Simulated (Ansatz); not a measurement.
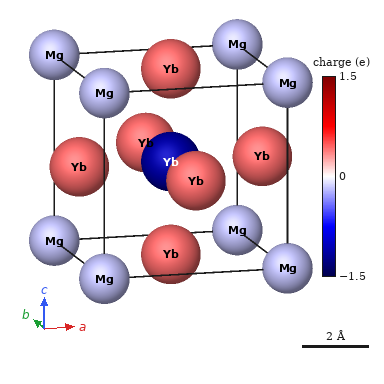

This spheres-only model is shown slightly off an axis. Lines trace the edges of the simulation cell. The atoms of this Yb4Mg cell are coloured by their Bader charge.

Calculation details: DFT PBE, scalar-relativistic, plane waves, PAW in Ansatz 0.2.0; a plane-wave cutoff of 420 eV, an 8×8×8 k-point grid, Gaussian smearing of 0.1 eV, no spin polarisation (a spin-restricted run, not always the ground state).

Which atoms are positive and which negative?

Answer. Most positive: Yb; most negative: Mg. Charges: about Yb -1.1 to +0.4 e; Mg -0.2 e.

Origin of the cell: a structure type filled with these elements by a generator (whether the compound takes this form wasn't checked). Earlier steps of the study may have refined or changed the cell and positions. It went into a calculation with Ansatz.
